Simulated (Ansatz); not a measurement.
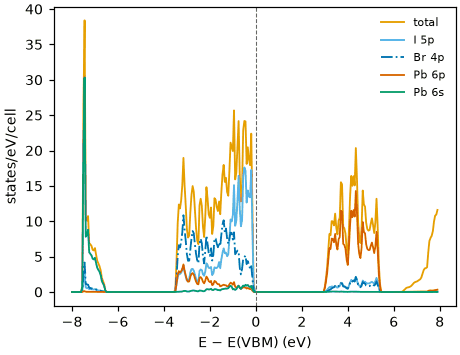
*Total and projected density of states of PbIBr in space group Pnma (No. 62; Pb on 4c, I on 4c, Br on 4c), the program Ansatz at the r²SCAN+D4 level (PAW)*

Question: Which orbitals carry the states next to the gap?

Answer: Top 1 eV of the valence band: I 5p 68 %, Br 4p 24 %. Bottom 1 eV of the conduction band: Pb 6p 75 %, I 5p 8 %, Br 4p 7 %, outside the projected shells 5 %. Projections are on Löwdin-orthogonalised atomic valence shells; empty p or d shells of many metals are not among them.

Question: Where is the tallest occupied peak in this window, and what makes it?

Answer: Near -7.4 eV, about 38 states/eV per cell; the largest projected share is Pb 6s.

The first step of the workflow began from a Materials Project structure, measured or hypothetical; the Crystallography Open Database copy checked does not list it. Its standing as an ambient phase is unchecked. Symmetry was held in the r²SCAN+D4 relaxation; whether a distortion lowers the energy is not shown. Spin–orbit coupling is left out wherever it is not named.

Potentials: the later of the program's two PAW sets.
